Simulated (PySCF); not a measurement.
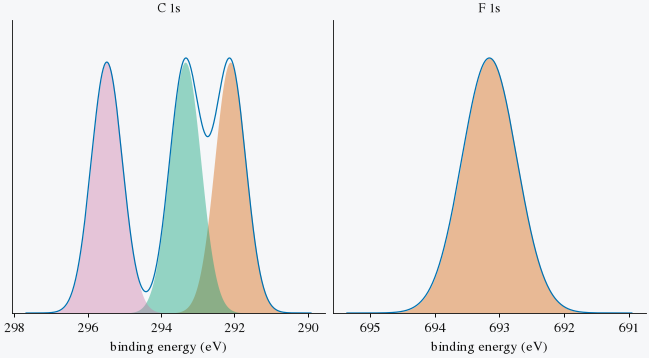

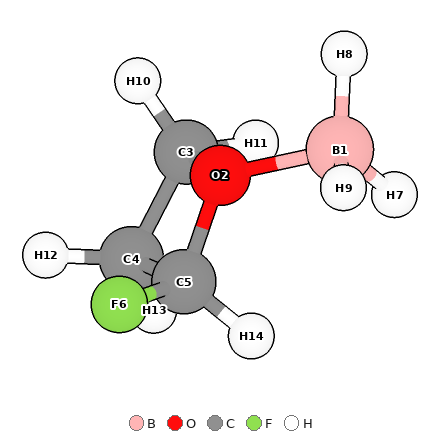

Simulated XPS of C₃H₈BFO, SMILES [BH3-][O+]1CC[C@@H]1F. Vertical core-electron binding energies by ΔSCF (SCAN, pcX-2 on the ionised atom, pcseg-1 elsewhere, none; PySCF, at a PBE0-D3(BJ)/def2-SVP geometry (no frequency check)), gas phase, against the vacuum level. One atom of each kind was ionised; within a panel, areas follow the number of like atoms, each panel is scaled alone, Gaussians of 1.0 eV full width. Only the regions named are shown.

Q: Assign the components.

A:
```csv
level,atoms,binding energy (eV)
C 1s,C5,295.5
C 1s,C3,293.3
C 1s,C4,292.1
F 1s,F6,693.2
```

Q: How large is the chemical shift across the C 1s region?

A: 3.4 eV, from C4 at 292.1 eV to C5 at 295.5 eV.
